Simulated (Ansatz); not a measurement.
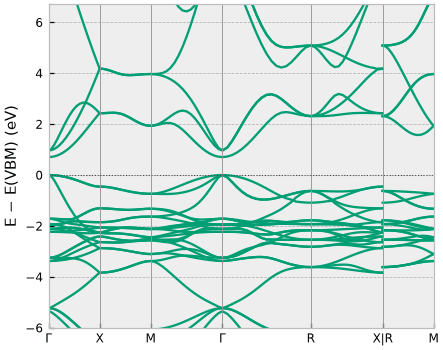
Figure: Band structure from DFT-LDA in the program Ansatz with PAW potentials

### Question
Read off the gap and where the band edges lie.

### Answer
About 0.7 eV (0.71 eV by a search for the band edges); maximum at Γ, minimum at Γ.

### Question
Which of these materials gives this?
A. Cu2O, Pn-3m (Cu on 4c, O on 2a)
B. MgSnO3, cubic perovskite
C. BaTiO3, cubic perovskite
D. LaLuO3, cubic perovskite

### Answer
A, Cu2O, Pn-3m (Cu on 4c, O on 2a)

Symmetry was held in the LDA relaxation. The run is not spin-polarised. No Hubbard U is applied.

Potentials: the earlier of the program's two PAW sets. The files were generated under PBE; for other functionals the program regenerates the frozen cores, and for LDA and PBEsol the local potential too.
